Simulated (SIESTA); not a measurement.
Band structure of Cu3Pd (Pm-3m, 4 atoms in the cell).

```
Cu3Pd
1.0
    3.68588     0.00000     0.00000
    0.00000     3.68588     0.00000
    0.00000     0.00000     3.68588
Cu Pd
3 1
Direct
  0.00000   0.50000   0.50000
  0.50000   0.00000   0.50000
  0.50000   0.50000   0.00000
  0.00000   0.00000   0.00000
```

Method of the run: GGA PBEsol, numerical atomic orbitals DZP, PseudoDojo PBEsol standard norm-conserving potentials (rewritten from UPF to PSML) in SIESTA 5.4.2.

Settings: XC.functional = GGA; XC.authors = PBEsol; potentials = PseudoDojo PBEsol standard; PAO.BasisSize = DZP; PAO.EnergyShift = 0.01 Ry; MeshCutoff = 300 Ry; kgrid.MonkhorstPack = 9 9 9; OccupationFunction = FD; ElectronicTemperature = 580.23 K; MaxSCFIterations = 150; SCF.Mixer.Method = Pulay; SCF.Mixer.Weight = 0.1; SCF.Mixer.History = 6; SCF.DM.Tolerance = 1.0E-04.

The starting cell comes from a database of computed structures (which also holds hypothetical and non-ambient phases and stackings), without a prior relaxation at this level. Its lattice was rescaled by a random factor within 2.5 % of one. Spin polarisation is off. Values carry the incompleteness of an atom-centred basis.

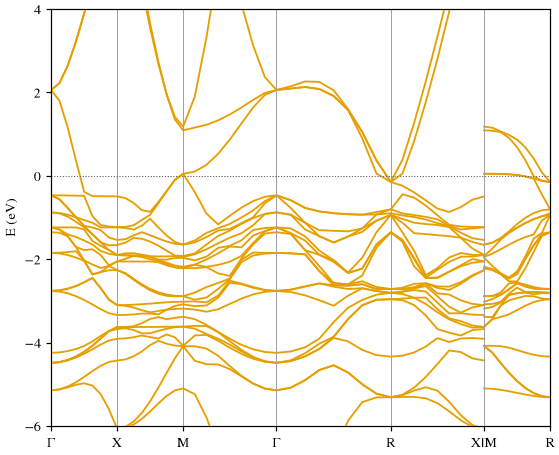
*Bands along the path, energies from the Fermi level.*

Levels in eV from the Fermi level, bands 34 to 39:
```csv
point,34,35,36,37,38,39
Γ,-0.88,-0.47,-0.47,-0.47,2.06,2.06
X,-1.66,-1.54,-1.24,-1.23,-0.49,7.17
M,-1.92,-1.65,-1.65,0.05,0.05,1.09
R,-0.94,-0.90,-0.80,-0.80,-0.15,-0.15
```

Bands cross the Fermi level along this path, so the cell is metallic at this level.

Higher empty bands are left out: an atom-centred basis made for the valence describes them poorly.
